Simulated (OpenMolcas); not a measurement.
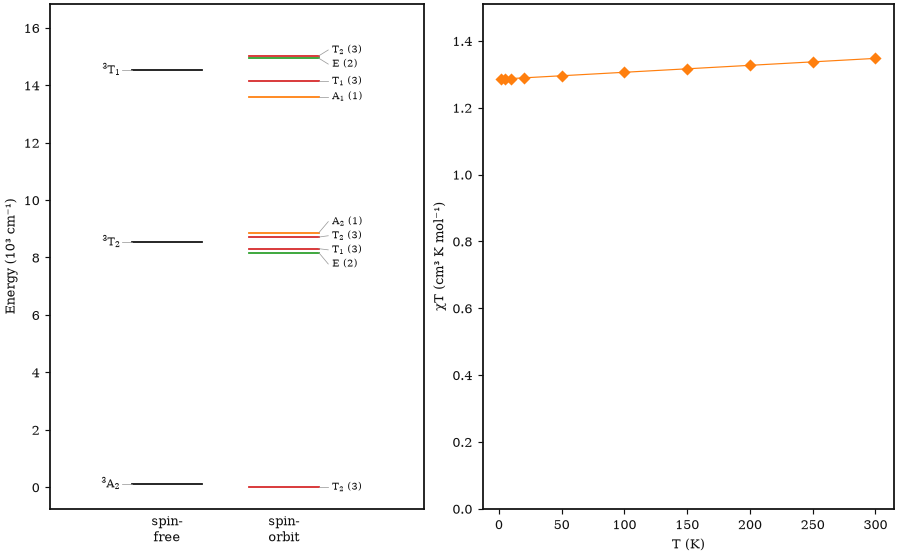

Levels of a 3d ion of charge +2 as a dopant in MgO, a cluster with its 6 nearest O²⁻ at 2.070 Å (octahedron) embedded in model potentials and point charges; the geometry was set, not optimised. Labels give the representation in O, Td, D4 or D3 as the site allows (double group for half-integer spin) where it could be assigned and, in brackets, the degeneracy; spin-free states, where drawn, share the zero of the spin-orbit levels. The calculation used state-averaged CASSCF, the open shell active, basis ANO-RCC-VTZP on the metal and ANO-RCC-VDZP on the ligands, DKH2 scalar Hamiltonian, spin-orbit coupling by RASSI with atomic mean-field integrals (OpenMolcas). Powder susceptibility by Van Vleck's formula.

Question: Which ion is the dopant?

Answer: Ni²⁺ (3d⁸). The ground level is T₂, 3-fold degenerate, 100 % from states of spin multiplicity 3. The next level lies at 8,170 cm⁻¹ (E). The lowest spin-free state is ³A₂, from the free-ion F term; of the same spin there follow at 8,430 cm⁻¹ (³T₂) and 14,400 cm⁻¹ (³T₁) above it. A ligand-field fit to the spin-free states gives |10Dq| = 8,290 cm⁻¹, B = 1,250 and C = 4,590 cm⁻¹ (rms misfit 70 cm⁻¹). χT is 1.29 cm³ K mol⁻¹ at 2 K and 1.35 at 300 K, an effective moment of 3.28 μB. The active orbitals hold 94 to 98 % metal character (Löwdin), and the Mulliken charge of the metal is +1.59.

Known limits: the geometry is set by hand, with no relaxation and no charge compensation.
